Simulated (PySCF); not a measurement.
Molecule: SMILES C[Si](O)(O)[O][Al]([OH])[OH] (CH₇AlO₅Si). Atoms near the plane z = 1.2 Å, at the GFN2-xTB optimised geometry (x, y, z in Å): Si1 (-0.2, -1.5, 0.0), C2 (1.7, -1.5, 0.0), O3 (-0.7, -2.3, 1.3), O5 (-0.8, 0.0, 0.0), O8 (-2.0, 2.5, 0.8), H9 (2.0, -1.2, 1.0), H10 (2.0, -2.5, -0.2), H12 (-1.6, -2.7, 1.4), H15 (-2.3, 2.4, 1.7).

Computed with CAM-B3LYP/def2-TZVP in PySCF. Cells within 0.4 Å of a nucleus heavier than hydrogen are left out (blank, or x). The values are rescaled to run from 0 to 1.

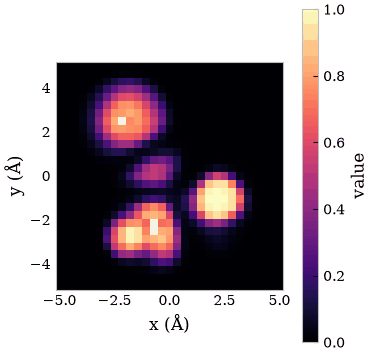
Figure: a field on the plane z = 1.2 Å.

Problem. Which quantity is mapped?
(A) log10 of the electron density
(B) electron localisation function
(C) Laplacian of the electron density
(D) electrostatic potential

Solution. B, electron localisation function
